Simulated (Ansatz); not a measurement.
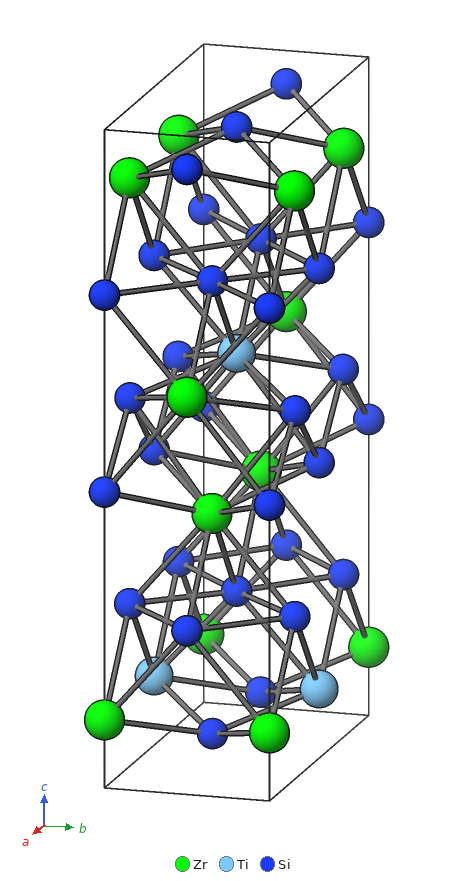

Ball-and-stick drawing of the structure, looking slightly off an axis. The frame is the conventional unit cell; atoms at its boundary are shown with their periodic copies.

Zr$_{3}$TiSi$_{8}$, space group Amm2 (No. 38), a = 7.305 Å, b = 3.670 Å, c = 14.521 Å, α = 90.00°, β = 90.00°, γ = 90.00°. The starting point was a structure type filled with these elements by a generator (whether the compound takes this form wasn't checked). Earlier steps of the study may have refined or changed the cell and positions. It went into a calculation with Ansatz.

This one geometry was computed with Ansatz (DFT, plane waves, PAW) at three levels of theory: PBEsol, r2SCAN and PBE.

**Which level gives the highest pressure at this volume, and what does that say about its equilibrium volume?**

Highest: PBE (0.0 GPa), which points to the largest equilibrium volume. Lowest, with the smallest volume: PBEsol (-3.7 GPa). Levels within 0.5 GPa of each other can't be told apart.

**How does the band gap change with the level of theory?**

All levels give a metal.

**Collect the results in a table.**

| level | cutoff (eV) | k-mesh of the run's cell | gap (eV) | pressure (GPa) |
| --- | --- | --- | --- | --- |
| PBEsol | 420 | 6×10×10 | metal | -3.7 |
| r2SCAN | 500 | 6×10×10 | metal | -1.0 |
| PBE | 420 | 6×10×10 | metal | 0.0 |

Gaps are taken on the k-mesh or band path of each run.
